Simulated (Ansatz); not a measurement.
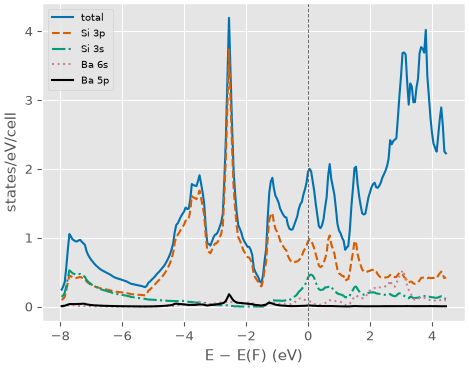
*Total and projected density of states of BaSi2 in space group P6/mmm (No. 191; Si on 2d, Ba on 1a), DFT-PBEsol in the program Ansatz with PAW potentials*

Q: Which orbitals carry the states next to the Fermi level?

A: Within 0.5 eV of the Fermi level: Si 3p 50 %, Si 3s 19 %, outside the projected shells 25 %. Projections are on Löwdin-orthogonalised atomic valence shells; empty p or d shells of many metals are not among them.

Q: Where is the tallest occupied peak in this window, and what makes it?

A: Near -2.5 eV, about 4.2 states/eV per cell; the largest projected share is Si 3p.

The workflow started from an entry of the Crystallography Open Database (COD), which files this formula under 2 space groups. Whether it is the stable phase at ambient conditions was not checked. The PBEsol relaxation kept the symmetry of its start; whether a distortion lowers the energy is not shown. Spin–orbit coupling is left out wherever it is not named.

Potentials: the later of the program's two PAW sets.
